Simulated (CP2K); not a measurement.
**SiAsNH6 (SMILES N[AsH][SiH3]): GFN1-xTB**

Aim: the energy change on altering one bond length of SiAsNH6 at GFN1-xTB, from 2 runs. 

The results are computed with CP2K 2026.2.

4 further runs of the same task are left out: 1 that didn't finish, 3 set aside as unsound or not needed. Runs told in other sessions of the task aren't counted.

### 1 The structure to begin with

SiAsNH6: 9 atoms, total charge 0, spin state singlet. As SMILES, `N[AsH][SiH3]`. Geometry: relaxed at PBE0-D4/def2-TZVP. This is one conformer, not always the lowest.

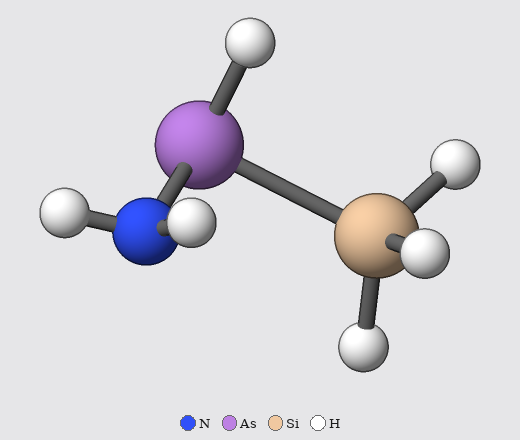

Viewed from a chosen angle; nitrogen blue, arsenic purple, silicon light orange, hydrogen white.

### 2 The energy at GFN1-xTB

Input file molecule.xyz:

```xyz
9

N     -1.101100     0.719000    -1.145600
As     0.735100     0.438100    -0.988900
Si     0.557300    -1.064700     0.828600
H     -1.303700     1.291400    -1.954300
H     -1.525300     1.144300    -0.332300
H      1.144100     1.592600    -0.059800
H      1.889500    -1.194000     1.477900
H      0.123900    -2.393300     0.326700
H     -0.431200    -0.579700     1.830600
```

Input file qs.inp:

```
&GLOBAL
    PROJECT_NAME qs
    RUN_TYPE ENERGY
    PRINT_LEVEL MEDIUM
&END GLOBAL
&FORCE_EVAL
    METHOD QS
    &DFT
        CHARGE 0
        MULTIPLICITY 1
        &QS
            METHOD XTB
            EPS_DEFAULT 1.0E-10
            &XTB
                GFN_TYPE 1
                CHECK_ATOMIC_CHARGES F
            &END XTB
        &END QS
        &POISSON
            PERIODIC NONE
            POISSON_SOLVER ANALYTIC
        &END POISSON
        &SCF
            SCF_GUESS ATOMIC
            EPS_SCF 1.0E-06
            MAX_SCF 40
            &OT ON
                MINIMIZER DIIS
                PRECONDITIONER FULL_SINGLE_INVERSE
            &END OT
            &OUTER_SCF
                EPS_SCF 1.0E-06
                MAX_SCF 5
            &END OUTER_SCF
        &END SCF
        &PRINT
            &MOMENTS
                PERIODIC F
                REFERENCE COM
                MAX_MOMENT 1
            &END MOMENTS
            &MO_CUBES
                NLUMO 1
                NHOMO -1
                WRITE_CUBE F
            &END MO_CUBES
            &HIRSHFELD OFF
            &END HIRSHFELD
        &END PRINT
    &END DFT
    &SUBSYS
        &CELL
            ABC [angstrom] 11.4 12 11.8
            PERIODIC NONE
        &END CELL
        &TOPOLOGY
            COORD_FILE_NAME molecule.xyz
            COORD_FILE_FORMAT XYZ
            &CENTER_COORDINATES
            &END CENTER_COORDINATES
        &END TOPOLOGY
    &END SUBSYS
&END FORCE_EVAL
```

The run is started by

```bash
OMP_NUM_THREADS=1 cp2k.psmp -i qs.inp > qs.out 2>&1
```

Log:

```text
CP2K| version string:                                       CP2K version 2026.2
[...]
 GLOBAL| Method name                                                        CP2K
[...]
 GLOBAL| Run type                                                         ENERGY
[...]
                             - Atoms:                                          9
[...]
                             - Spherical basis functions:                     34
[...]
 Number of electrons:                                                         20
[...]
     1 OT DIIS     0.80E-01    0.0     0.19941748       -10.4898687077 -1.05E+01
[...]
    22 OT DIIS     0.80E-01    0.0     0.00000057       -10.6583071549 -3.25E-11
  *** SCF run converged in    22 steps ***
[...]
 TB_DIPOLE| Moment [Debye]          0.19115780       1.10738868      -0.41724991
 TB_DIPOLE| Derivative [a.u.]       0.00000000       0.00000000       0.00000000
[...]
 ENERGY| Total FORCE_EVAL ( QS ) energy [hartree]            -10.658307154852384
[...]
```

It took 1.7 s on 1 thread of AMD EPYC 7R13 (Zen 3), shared host; peak memory 0.24 GiB.

### 3 The distorted shape at the same level

Input file molecule.xyz:

```xyz
9

N     -0.592050     0.208630    -2.121579
As     1.244150    -0.072270    -1.964879
Si     1.066350    -1.575070    -0.147379
H     -0.794650     0.781030    -2.930279
H     -1.525300     1.144300    -0.332300
H      1.653150     1.082230    -1.035779
H      2.398550    -1.704370     0.501921
H      0.632950    -2.903670    -0.649279
H      0.077850    -1.090070     0.854621
```

Input file calc.inp:

```
&GLOBAL
   PROJECT calc
   RUN_TYPE ENERGY
   PRINT_LEVEL MEDIUM
&END GLOBAL

&FORCE_EVAL
   METHOD Quickstep
   &DFT
      CHARGE 0
      MULTIPLICITY 1
      # Quickstep
      &QS
         METHOD XTB
         EPS_DEFAULT 1.0E-10
         &XTB
            GFN_TYPE 1
            CHECK_ATOMIC_CHARGES F
         &END XTB
      &END QS
      # cluster boundary conditions
      &POISSON
         PERIODIC NONE
         POISSON_SOLVER ANALYTIC
      &END POISSON
      # SCF settings
      &SCF
         SCF_GUESS ATOMIC
         EPS_SCF 1.0E-06
         MAX_SCF 40
         &OT ON
            MINIMIZER DIIS
            PRECONDITIONER FULL_SINGLE_INVERSE
         &END OT
         &OUTER_SCF
            EPS_SCF 1.0E-06
            MAX_SCF 5
         &END OUTER_SCF
      &END SCF
      # extra output
      &PRINT
         &MOMENTS
            PERIODIC F
            REFERENCE COM
            MAX_MOMENT 1
         &END MOMENTS
         &MO_CUBES
            NLUMO 1
            NHOMO -1
            WRITE_CUBE F
         &END MO_CUBES
         &HIRSHFELD OFF
         &END HIRSHFELD
      &END PRINT
   &END DFT
   # atoms, cell and kinds
   &SUBSYS
      # vacuum box
      &CELL
         ABC [angstrom] 11.9 12 11.8
         PERIODIC NONE
      &END CELL
      &TOPOLOGY
         COORD_FILE_NAME molecule.xyz
         COORD_FILE_FORMAT XYZ
         &CENTER_COORDINATES
         &END CENTER_COORDINATES
      &END TOPOLOGY
   &END SUBSYS
&END FORCE_EVAL
```

The run is started by

```bash
OMP_NUM_THREADS=1 cp2k.psmp -i calc.inp -o calc.out
```

Log:

```text
CP2K| version string:                                       CP2K version 2026.2
[...]
 GLOBAL| Method name                                                        CP2K
[...]
 GLOBAL| Run type                                                         ENERGY
[...]
                             - Atoms:                                          9
[...]
                             - Spherical basis functions:                     34
[...]
 Number of electrons:                                                         20
[...]
     1 OT DIIS     0.80E-01    0.0     0.44674506        -9.1158011669 -9.12E+00
[...]
     7 OT DIIS     0.80E-01    0.0     0.00000054       -10.4898380369 -4.02E-11
  *** SCF run converged in     7 steps ***
[...]
 TB_DIPOLE| Moment [Debye]          0.88460965       0.64072839      -0.34359983
 TB_DIPOLE| Derivative [a.u.]       0.00000000       0.00000000       0.00000000
[...]
 ENERGY| Total FORCE_EVAL ( QS ) energy [hartree]            -10.489838036892786
[...]
```

Run time: 2.1 s. Hardware: 1 thread of AMD EPYC 7R13 (Zen 3), shared host; peak memory 0.24 GiB.

### 4 Results

At GFN1-xTB:

| quantity | value |
| --- | --- |
| first shape: total energy | -10.65831 Eh |
| first shape: dipole moment (from atomic charges alone) | 1.20 D |
| first shape: HOMO energy | -10.63 eV |
| first shape: dispersion energy | -7.58 kJ/mol |
| distorted shape: total energy | -10.48984 Eh |
| distorted shape: dipole moment (from atomic charges alone) | 1.15 D |
| distorted shape: HOMO energy | -10.71 eV |
| distorted shape: dispersion energy | -8.22 kJ/mol |
| energy change with the N1–H5 bond stretched from 1.011 to 2.224 Å | 4.584 eV |

**Reading.** One bond (distorted shape) is far stretched, which a spin-restricted single reference describes badly. With the N1–H5 bond stretched from 1.011 to 2.224 Å the energy rises by 4.58 eV (106 kcal/mol). The first shape isn't relaxed at this level, so the change isn't measured from a minimum. A restricted reference can't describe the breaking bond well at this length. The dipole (first shape) comes from point charges on the atoms alone, without atomic dipoles, so it is partial. The dipole (distorted shape) comes from point charges on the atoms alone, without atomic dipoles, so it is partial.
